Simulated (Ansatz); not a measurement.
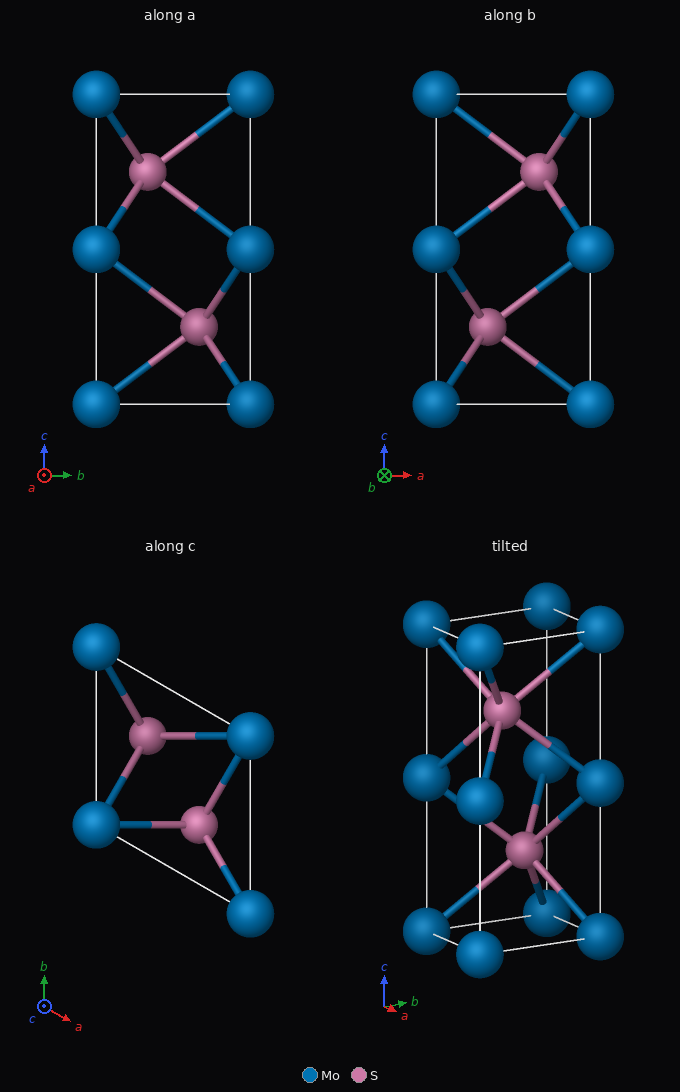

Ball-and-stick drawing of the structure, looking along the a axis, along the b axis, along the c axis and slightly off an axis. Lines trace the edges of the conventional unit cell.

Lattice parameters: a = 3.9349 Å, b = 3.9349 Å, c = 6.8573 Å, α = 90.000°, β = 90.000°, γ = 120.000°.

> Express the structure as a CIF with its space group and independent sites.

```cif
data_structure
_symmetry_space_group_name_H-M 'P 63/m m c'
_symmetry_Int_Tables_number 194
_cell_length_a 3.9349
_cell_length_b 3.9349
_cell_length_c 6.8573
_cell_angle_alpha 90.000
_cell_angle_beta 90.000
_cell_angle_gamma 120.000
_cell_volume 91.95
loop_
_atom_site_label
_atom_site_type_symbol
_atom_site_symmetry_multiplicity
_atom_site_Wyckoff_symbol
_atom_site_fract_x
_atom_site_fract_y
_atom_site_fract_z
_atom_site_occupancy
Mo1 Mo 2 a 0.0000 0.0000 0.0000 1
S1 S 2 c 0.3333 0.6667 0.2500 1
```

Starting structure: a structure type filled with these elements by a generator (whether the compound takes this form wasn't checked). Earlier steps of the study, as a rule a relaxation of our own, may have changed the cell and positions, so they can lie some per cent off the listed ones. It went into a calculation with Ansatz.

At this level of theory the run's own cell isn't at rest (stretched, at -15 GPa), so its distances can differ from those at equilibrium, the more so the softer the solid.
